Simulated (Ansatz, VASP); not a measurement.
# Cross-check of SrO between VASP and Ansatz

Aim: how closely do two programs agree when they are given the same cell, functional and k mesh?

Calculated with Ansatz 0.2.0; plane waves, with VASP 6.6.1 beside it; band structure at HSE06.

## (1) The starting structure

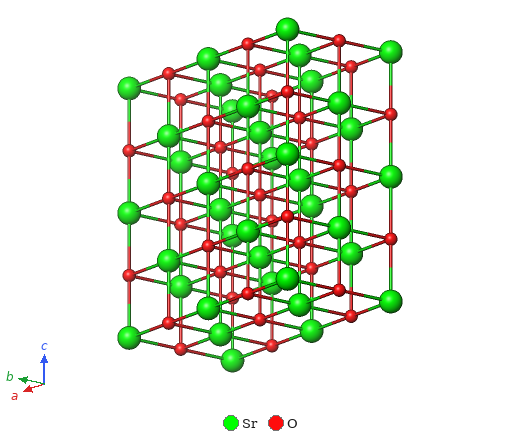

The cell as given, from a free direction (strontium green, oxygen red). 2×1×2 cells are drawn. This picture shows the conventional cell, with its axes. Some periodic images of atoms are drawn too.

Coordinates:

```cif
data_structure
_symmetry_space_group_name_H-M 'P 1'
_symmetry_Int_Tables_number 1
_cell_length_a 3.6496
_cell_length_b 3.6496
_cell_length_c 3.6496
_cell_angle_alpha 60.000
_cell_angle_beta 60.000
_cell_angle_gamma 60.000
_cell_volume 34.37
loop_
_atom_site_label
_atom_site_type_symbol
_atom_site_fract_x
_atom_site_fract_y
_atom_site_fract_z
_atom_site_occupancy
Sr1 Sr 0.00000 0.00000 0.00000 1
O2 O 0.50000 0.50000 0.50000 1
```

## (2) Ansatz: band structure, HSE06

Ansatz runs on its default PAW (the set named soft_2) files.

The same path points are solved in both programs, so levels can be compared one by one.

File input.yaml:

```yaml
crystal:
  lattice:
    - [0.0, 2.58066, 2.58066]
    - [2.58066, 0.0, 2.58066]
    - [2.58066, 2.58066, 0.0]
  atoms:
    - { symbol: Sr, position: [0.0, 0.0, 0.0] }
    - { symbol: O, position: [0.5, 0.5, 0.5] }
hamiltonian:
  xc: { exchange: pbe, correlation: pbe, exx: { coeff: 0.25, omega: 0.2 } }
  pseudopotentials: { kind: paw }
kpoints:
  mp_grid: { grid: [5, 5, 5] }
  band_path:
    path:
      - [0.0, 0.0, 0.0]
      - [0.5, 0.0, 0.5]
      - [0.5, 0.2, 0.7]
      - [0.4, 0.35, 0.75]
      - [0.15, 0.15, 0.3]
      - [0.2, 0.2, 0.2]
      - [0.55, 0.4, 0.55]
      - [0.6, 0.25, 0.65]
      - [0.5, 0.25, 0.75]
      - [0.5, 0.5, 0.5]
      - [0.375, 0.375, 0.75]
      - [0.5, 0.0, 0.5]
    npoints: 1
scf:
  occupations: { method: gaussian, width: 0.02 }
  n_extra_bands: 7
output:
  forces: true
  stress: true
  eigenvalues: true
  write_density: true
  write_potential: true
  elf: true
  volumetric_format: npy
```

Started as:

```sh
> ansatz run input.yaml --threads 4 --pin off --max-ram 9216MiB --backend cpu --events-out ev --progress --plain --runs-dir out
```

Numbers of over 12 decimals in the logs are rounded to 6 here.

Output:

```text
Warning: output.stress: scf.convergence.dr2_threshold = 1e-7 eV (the SCF's general default) is looser than the 2e-10 eV advised for a printed stress (1e-10 eV for each atom of the cell: 2). What an SCF threshold leaves in a stress goes as its square root, and in the free energy as the threshold itself, and one threshold admits the most on a small cell: [figures from the program's tests cut] Set scf.convergence.dr2_threshold to 2e-10 eV or tighter. The threshold is an SCF's pass mark: one that does not reach it within its budget of iterations ends unconverged, or closes short of it on a stop that the run arms, and scf.convergence.dr2_threshold's page says what that costs each kind of run
Warning: output.stress: scf.exx.energy_threshold = 1e-6 eV is looser than the 2e-8 eV advised for a stress under a hybrid functional (1e-8 eV for each atom of the cell: 2). Every SCF of the exchange loop can meet its threshold on dr2 while the loop round them stops early: no threshold on dr2 bounds what that leaves in the stress. Set scf.exx.energy_threshold to 2e-8 eV or tighter. The threshold is the loop's pass mark: a loop that does not reach it within its budget of cycles ends unconverged, and scf.exx.energy_threshold's page has the law
scf.n_extra_bands = 7 over 8 filled bands (N_el = 16.0): the run solves 15 bands
Engine: ansatz 0.2.0, aarch64-unknown-linux-gnu
Pseudopotentials: kind: paw
Pseudopotential: Sr, paw, valence charge 10, recommended cutoff 420 eV (normal), Sr.paw.azcp
Pseudopotential: O, paw, valence charge 6, recommended cutoff 420 eV (normal), O.paw.azcp
Functional definition: unnamed
  parameter a_1 = 0.25
  parameter omega_1 = 0.2/angstrom
  exchange = pbe_x + (-a_1)*pbe_x_sr(omega_1) + a_1*exact_x_sr(omega_1)
  correlation = pbe_c
Crystal: 2 atoms, lattice volume = 34.373 Å³
Basis set: ecut = 420 eV, 645 PW (Γ), exchange–correlation on 50×50×50 points (8 copies of the dense FFT grid, shifted against one another)
Bands: 15, of which v1, the nominal top of the filled ones, is band 8 counted from 1 (7 counted from 0)
Symmetry: 48 space group operations
Space group: Fm-3m (ITA 225), of the structure as read, at distance tolerance 3.3e-5 Å
k-points: 10 of 125
Non-local potential: Sr, projectors of the file, l = 0: 3, l = 1: 2, l = 2: 2
Non-local potential: O, projectors of the file, l = 0: 2, l = 1: 2, l = 2: 1
PAW form: soft (Blöchl's): semilocal exchange-correlation on the pseudo side does not see the compensation charge
PAW frozen core: Sr, regenerated for the run's functional, and the local potential with it (the file was generated under x = pbe(κ = 0.804, μ = 0.219515), c = pbe(β = 0.066725))
PAW frozen core: O, regenerated for the run's functional, and the local potential with it (the file was generated under x = pbe(κ = 0.804, μ = 0.219515), c = pbe(β = 0.066725))
PAW one-centre angular grid: Sr, 110 points (default); XC on 64 Gauss nodes
PAW one-centre angular grid: O, 110 points (default); XC on 96 Gauss nodes
Initial density: superposition of atomic densities (neutral atoms: chi_scale 0, normalization atom), corrected by the library's trained network
Initial wavefunctions: pseudopotential atomic-orbital guess
Functional: x = pbe(κ = 0.804, μ = 0.219515), c = pbe(β = 0.066725), warm-up for x = pbe(κ = 0.804, μ = 0.219515) + 0.25 (exact − pbe) at short range (hse, ω = 0.2 Å⁻¹), c = pbe(β = 0.066725)
SCF iter   1: F=—  HF=-4114.624482 eV  |F-HF|=—  |Δ(HF+E_count)|=         —  Δρ=1.20e-3  dr2=3.08e-4  ethr=1.77e-3  ⟨swp⟩=2.0  Hψ=1070  notcnv=0
preconditioner: auto → none  [insulator: Δε(μ)=3.494 eV  Ē_g=18.158 eV  σ=0.020 eV  W_gap=1.00  n_scr=8 (ndim 8)  ℏωp=23.7 eV  f_vac=0.000  D(μ)=0.00/eV (n_scr^D=0)]
SCF iter   2: F=-4114.624596 eV  HF=-4114.624552 eV  |F-HF|=4.33e-5  |Δ(HF+E_count)|=   7.08e-5  Δρ=4.27e-4  dr2=3.24e-5  ethr=1.93e-6  ⟨swp⟩=3.6  Hψ=357  notcnv=0  defer=3
SCF 1 stopped early in 2 iterations: F = -4114.624596 eV  dr2 = 3.24e-5
  greatest PAW one-centre occupation: 0.987 electrons in one spin orbital (limit 2), on the Sr atom at site 0 (counted from 0), in its partial waves of l = 0
Initial density: handed on by an earlier stage of this run
Initial wavefunctions: those handed on with the density
Functional: x = pbe(κ = 0.804, μ = 0.219515) + 0.25 (exact − pbe) at short range (hse, ω = 0.2 Å⁻¹), c = pbe(β = 0.066725)
Exchange kernel: α = 0.2500, screened, ω = 0.2000 Å⁻¹, Wigner–Seitz truncation, v(0) = 1120.3319 eV·Å³, q-mesh 5×5×5, nearest image of the exchange supercell L = 18.25 Å, pair-density grid 15×15×15, without the augmentation charges, whose exchange is taken in its separable form by FFT convolution over the k-point mesh (sized by the pseudopotential files, 20×20×20 at the most), smooth part of the exact exchange by density-matrix convolution
Frozen-core exchange: fock
SCF iter   1: F=—  HF=-4116.984686 eV  |F-HF|=—  |Δ(HF+E_count)|=         —  Δρ=7.85e-3  dr2=3.60e-2  ethr=2.02e-6  ⟨swp⟩=5.9  Hψ=692  notcnv=0
preconditioner: auto → none  [insulator: Δε(μ)=5.170 eV  Ē_g=20.549 eV  σ=0.020 eV  W_gap=1.00  n_scr=8 (ndim 8)  ℏωp=23.7 eV  f_vac=0.000  D(μ)=0.00/eV (n_scr^D=0)]
SCF iter   2: F=—  HF=-4116.978166 eV  |F-HF|=—  |Δ(HF+E_count)|=   6.52e-3  Δρ=8.47e-3  dr2=1.71e-2  ethr=2.02e-6  ⟨swp⟩=4.7  Hψ=529  notcnv=0
SCF iter   3: F=—  HF=-4116.974556 eV  |F-HF|=—  |Δ(HF+E_count)|=   3.61e-3  Δρ=2.07e-3  dr2=1.70e-3  ethr=2.02e-6  ⟨swp⟩=4.0  Hψ=413  notcnv=0
SCF iter   4: F=—  HF=-4116.978822 eV  |F-HF|=—  |Δ(HF+E_count)|=   4.27e-3  Δρ=8.78e-4  dr2=4.17e-4  ethr=2.02e-6  ⟨swp⟩=3.1  Hψ=347  notcnv=0
iter 5 solved again at ethr=3.45e-8 eV; its pass at ethr=2.02e-6 eV (dr2=5.53e-6 eV) is discarded
SCF iter   5: F=—  HF=-4116.978719 eV  |F-HF|=—  |Δ(HF+E_count)|=   1.03e-4  Δρ=1.19e-4  dr2=7.83e-6  ethr=3.45e-8  ⟨swp⟩=2.8  Hψ=489  notcnv=0
SCF iter   6: F=-4116.978719 eV  HF=-4116.978719 eV  |F-HF|=6.96e-8  |Δ(HF+E_count)|=   1.32e-7  Δρ=2.17e-5  dr2=2.48e-6  ethr=3.39e-8  ⟨swp⟩=2.0  Hψ=236  notcnv=0
SCF 2 stopped early in 6 iterations: F = -4116.978719 eV  dr2 = 2.48e-6
hybrid outer 1: dexx = +5.209e-3 eV, tail = 1.12e-5 eV
Exchange kernel: α = 0.2500, screened, ω = 0.2000 Å⁻¹, Wigner–Seitz truncation, v(0) = 1120.3319 eV·Å³, q-mesh 5×5×5, nearest image of the exchange supercell L = 18.25 Å, pair-density grid 15×15×15, without the augmentation charges, whose exchange is taken in its separable form by FFT convolution over the k-point mesh (sized by the pseudopotential files, 20×20×20 at the most), smooth part of the exact exchange by density-matrix convolution
Frozen-core exchange: fock
SCF iter   1: F=—  HF=-4116.978788 eV  |F-HF|=—  |Δ(HF+E_count)|=         —  Δρ=1.28e-4  dr2=3.21e-6  ethr=3.49e-7  ⟨swp⟩=3.8  Hψ=408  notcnv=0
preconditioner: auto → none  [insulator: Δε(μ)=5.009 eV  Ē_g=20.499 eV  σ=0.020 eV  W_gap=1.00  n_scr=8 (ndim 8)  ℏωp=23.7 eV  f_vac=0.001  D(μ)=0.00/eV (n_scr^D=0)]
SCF iter   2: F=—  HF=-4116.978787 eV  |F-HF|=—  |Δ(HF+E_count)|=   8.67e-7  Δρ=1.30e-5  dr2=3.49e-8  ethr=1.98e-8  ⟨swp⟩=3.0  Hψ=255  notcnv=0
SCF iter   3: F=—  HF=-4116.978787 eV  |F-HF|=—  |Δ(HF+E_count)|=   3.11e-7  Δρ=8.35e-6  dr2=1.46e-8  ethr=7.04e-11  ⟨swp⟩=4.1  Hψ=391  notcnv=0
SCF iter   4: F=-4116.978787 eV  HF=-4116.978787 eV  |F-HF|=7.28e-12  |Δ(HF+E_count)|=   2.77e-9  Δρ=4.00e-7  dr2=2.16e-10  ethr=7.04e-11  ⟨swp⟩=3.0  Hψ=257  notcnv=0
SCF 3 converged in 4 iterations: F = -4116.978787 eV  dr2 = 2.16e-10
  Residual-converged pass: ⟨swp⟩=3.0  Hψ=282  notcnv=0  max |occ|·‖R‖ = 2.4e-6 eV (tolerance 2.4e-6 eV)  dr2=2.25e-10  dr2_onsite=2.64e-11  max |Δocc| = 0.0e0
hybrid outer 2: dexx = +3.892e-7 eV, tail = 3.62e-9 eV, Δε = 7.72e-4 eV (about 1.45e-5 eV left of the loop's levels)
NSCF: frozen V_eff on 12 k-points
hybrid SCF converged: 2 outer / 10 inner (+2 warm-up), last move |dexx| = 3.89e-7 eV, tail = 3.62e-9 eV
Stability not checked: this state was not tested for a lower state beside it, because the functional holds exact exchange (a hybrid, or Hartree-Fock), whose exchange loop this test does not read (fock_operator; see scf.lower_state_search)
Free energy (F): -4116.978787 eV
Frozen-core exchange: fock
Harris-Foulkes:  -4116.978787 eV  (|F-HF|=7.28e-12)
Internal energy: -4116.978787 eV  (E = F + TS)
E sigma→0 (E₀):  -4116.978787 eV
Fermi energy:    9.241103 eV
--- Per-component energies (eV) ---
  E_band       = -88.125004
  E_kinetic    = 423.748348
  E_local      = -868.921974  (includes V_loc(G=0)·N_el)
  E_nonlocal   = 248.516418
  E_hartree    = 236.457852
  E_xc         = -199.091814
  E_vxc        = -206.119532  (∫ρ·V_xc dr)
  E_exx        = -43.173710  (= α·E_x^exact, valence–valence)
  E_paw        = -2861.888191  (= ΣΔE_a)
  E_vpaw       = -71.918880  (= ΣTr[D̂ρ^β])
  E_aug_tail   = 0.002384  (compensation charges beyond the density's cutoff)
  E_ewald      = -1052.229361
  E_core_change = -0.398739  (= ΣΔE_core)
  E_smearing   = -0.000000  (= −TS)
  E_closure    = -0.000000  (closes the sum)
  Σ components = -4116.978787   (vs F -4116.978787, Δ=0.00e0)
--- Forces (eV/Å), atoms counted from 1 ---
  atom   1  Sr    -0.00000000     0.00000000    -0.00000000
  atom   2  O      0.00000000     0.00000000    -0.00000000
  max |Σ_I F_I| component: 9.40e-30 eV/Å
--- Stress (GPa, compression-positive) ---
       -0.413932       0.000000       0.000000
        0.000000      -0.413932      -0.000000
       -0.000000      -0.000000      -0.413932
  P = ⅓ Tr σ = -0.4139 GPa (-4.139 kbar)
--- Band table (eV; the first three rows and the last of 10) ---
  k-point 0: bands = [... 4 lower, -7.8802, 6.7358, 6.7358, 6.7358, 12.1638, 14.6580, 14.6580, 14.6580, ... 3 higher]
  k-point 1: bands = [... 4 lower, -7.4461, 5.7966, 6.2936, 6.2936, 13.7482, 14.3833, 15.4404, 15.4404, ... 3 higher]
  k-point 2: bands = [... 4 lower, -6.9867, 4.6827, 5.6800, 5.6800, 14.8055, 16.2047, 17.0991, 17.0991, ... 3 higher]
  k-point 9: bands = [... 4 lower, -7.4656, 5.5197, 6.0113, 6.3369, 13.6353, 15.4359, 17.2530, 19.0042, ... 3 higher]
```

Run time: 8.2 s. Hardware: 4 threads of Arm Neoverse V2, shared host; peak memory 0.58 GiB; 29 s of CPU time.

In the SCF lines HF is the Harris–Foulkes energy and dr2 the Hartree energy of the density residual, in eV; the loop may stop once dr2 is under the threshold and the program's other checks hold. Hψ counts applications of the Hamiltonian.

## (3) VASP: band structure, HSE06

The same cell, functional, mesh and smearing now go to VASP, with its own data sets and cutoff.

Lines of VASP's logs that name or quote its potential files are left out, and so is its time.

File INCAR:

```
SYSTEM = SrO
PREC = Accurate
ENCUT = 520
EDIFF = 1E-06
NELM = 100
ISMEAR = 0
SIGMA = 0.02
LREAL = .FALSE.
ALGO = Normal
LHFCALC = .TRUE.
AEXX = 0.25
GGA = PE
HFSCREEN = 0.2
LASPH = .TRUE.
NBANDS = 14
PRECFOCK = Fast
LORBIT = 11
LWAVE = .FALSE.
LCHARG = .FALSE.
KPAR = 4
```

File POSCAR:

```
SrO
1.0
    0.0000000000      2.5806600000      2.5806600000
    2.5806600000      0.0000000000      2.5806600000
    2.5806600000      2.5806600000      0.0000000000
Sr O
1 1
Direct
    0.0000000000      0.0000000000      0.0000000000
    0.5000000000      0.5000000000      0.5000000000
```

File KPOINTS:

```
Automatic mesh
0
Gamma
5 5 5
0 0 0
```

File KPOINTS_OPT:

```
Line mode
6
Line-mode
Reciprocal
  0.00000000   0.00000000   0.00000000 GAMMA
  0.50000000   0.00000000   0.50000000 X

  0.50000000   0.00000000   0.50000000 X
  0.50000000   0.25000000   0.75000000 W

  0.50000000   0.25000000   0.75000000 W
  0.37500000   0.37500000   0.75000000 K

  0.37500000   0.37500000   0.75000000 K
  0.00000000   0.00000000   0.00000000 GAMMA

  0.00000000   0.00000000   0.00000000 GAMMA
  0.50000000   0.50000000   0.50000000 L

  0.50000000   0.50000000   0.50000000 L
  0.62500000   0.25000000   0.62500000 U

  0.62500000   0.25000000   0.62500000 U
  0.50000000   0.25000000   0.75000000 W

  0.50000000   0.25000000   0.75000000 W
  0.50000000   0.50000000   0.50000000 L

  0.50000000   0.50000000   0.50000000 L
  0.37500000   0.37500000   0.75000000 K

  0.62500000   0.25000000   0.62500000 U
  0.50000000   0.00000000   0.50000000 X
```

The projector-augmented-wave data sets are Sr_sv and O (PBE family, release 64).

Started as:

```sh
> mpirun -np 4 vasp_std
```

Output:

```text
[banner, memory and clock lines left out]
running    4 mpi-ranks, on    1 nodes
 distrk:  each k-point on    1 cores,    4 groups
 distr:  one band on    1 cores,    1 groups

 POSCAR found type information on POSCAR SrO
 POSCAR found :  2 types and       2 ions
 LDA part: xc-table for (Slater+PW92), standard interpolation
 found WAVECAR, reading the header
 POSCAR, INCAR and KPOINTS ok, starting setup
 FFT: planning ... GRIDC
 FFT: planning ... GRID_SOFT
 FFT: planning ... GRID
 reading WAVECAR
 the WAVECAR file was read successfully
 initial charge from wavefunction
 entering main loop
       N       E                     dE             d eps       ncg     rms          rms(c)
DAV:   1    -0.142090903718E+02   -0.14209E+02   -0.23059E-01   286   0.579E+00    0.246E+00
DAV:   2    -0.142051705340E+02    0.39198E-02   -0.22429E-02   346   0.146E+00    0.120E+00
DAV:   3    -0.142047747547E+02    0.39578E-03   -0.33066E-03   310   0.528E-01    0.613E-01
DAV:   4    -0.142042403842E+02    0.53437E-03   -0.61361E-04   340   0.232E-01    0.340E-01
DAV:   5    -0.142041243117E+02    0.11607E-03   -0.26333E-04   334   0.138E-01    0.206E-01
DAV:   6    -0.142040836397E+02    0.40672E-04   -0.24099E-05   464   0.581E-02    0.116E-01
DAV:   7    -0.142040736226E+02    0.10017E-04   -0.91459E-06   344   0.334E-02    0.633E-02
DAV:   8    -0.142040714788E+02    0.21438E-05   -0.37813E-06   368   0.199E-02    0.355E-02
DAV:   9    -0.142040711140E+02    0.36481E-06   -0.10718E-06   200   0.109E-02
   1 F= -.14204071E+02 E0= -.14204071E+02  d E =-.467089E-31
 Start KPOINTS_OPT (optional k-point list driver)
k-point batch [1-10\60]
       N       E                     dE             ncg
DAV:   1    -0.889556600813E+03   -0.50498E+04      280
DAV:   2    -0.178454626134E+04   -0.89499E+03      358
DAV:   3    -0.185512248678E+04   -0.70576E+02      348
DAV:   4    -0.185673441831E+04   -0.16119E+01      406
DAV:   5    -0.185676544590E+04   -0.31028E-01      398
DAV:   6    -0.185676598528E+04   -0.53937E-03      402
DAV:   7    -0.185676599425E+04   -0.89761E-05      294
DAV:   8    -0.185676599442E+04   -0.17247E-06      218
[...]
k-point batch [51-60\60]
       N       E                     dE             ncg
DAV:   1    -0.981188728599E+03   -0.71648E+04      280
DAV:   2    -0.182088444705E+04   -0.83970E+03      360
DAV:   3    -0.187935962311E+04   -0.58475E+02      360
DAV:   4    -0.188083688542E+04   -0.14773E+01      458
DAV:   5    -0.188087120956E+04   -0.34324E-01      392
DAV:   6    -0.188087181211E+04   -0.60255E-03      414
DAV:   7    -0.188087182741E+04   -0.15298E-04      324
DAV:   8    -0.188087182777E+04   -0.35705E-06      274
```

[end of part 1 of 2]

[Lines on the potential files, build, host, timing and source positions are cut from VASP's logs without a mark.]

[Logs are printed without paths, hosts, clocks, repeated set-up lines and the standing remarks that a program may print on its own settings, such as how far it seeks lower states.]

[Hosts, paths, dates, database ids (printed as entryN), source tags and the programs' standing remarks are cut or masked in the printed files.]
